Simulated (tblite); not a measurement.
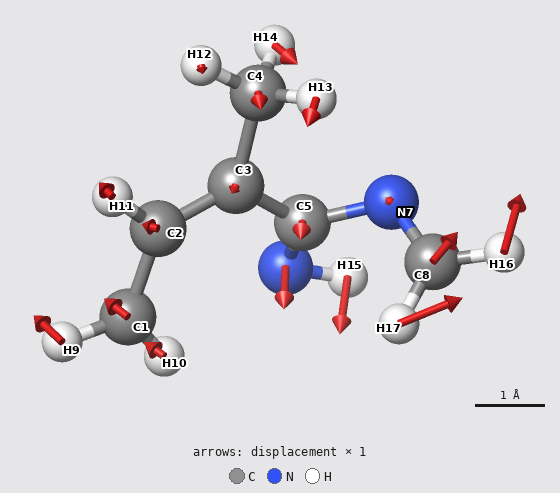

A relaxation of C₆H₉N₂ (multiplicity 2). The starting structure is drawn; red arrows show the displacements, at their true length. The two geometries are superimposed by the best rigid fit.

Style: ball-and-stick. Shown at a tilt.

The calculation used GFN2-xTB geometry optimisation, gas phase in tblite. 

### Describe the change and its energy.

The atom that moves furthest after the best rigid fit is an H atom (1.13 Å). Largest moves by element: H 1.13 Å, N 0.86 Å, C 0.65 Å. Among the contacts that change: C–C 1.443 → 1.353 Å, C–C 1.350 → 1.407 Å, C–N 1.300 → 1.250 Å, C–C 1.480 → 1.438 Å. Bond angles that change, for instance: C–N–C 114.0° → 126.1°, C–N–H 105.1° → 113.6°, N–C–N 116.9° → 122.3°. Groups turn about C–C by about 35°, C–N by about 30°. Over 114 geometry steps the energy falls by 0.644 eV. The run took 1 s on 1 thread of Arm Neoverse N1 (shared host).
